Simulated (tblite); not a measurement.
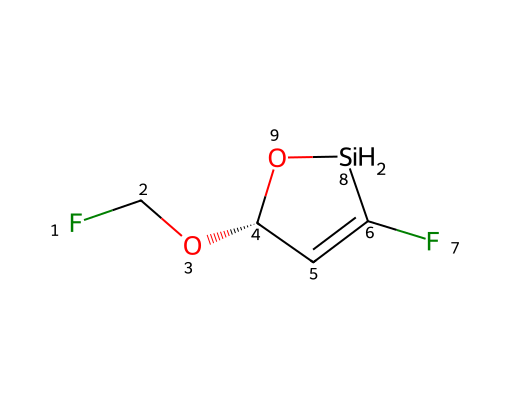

A structural formula, with wedges where it has stereocentres; small numbers name the atoms. The configuration is that of a computed structure (GFN2-xTB).

### Assign CIP descriptors.

C4: R.

### Write the isomeric SMILES.

FCO[C@H]1C=C(F)[SiH2]O1
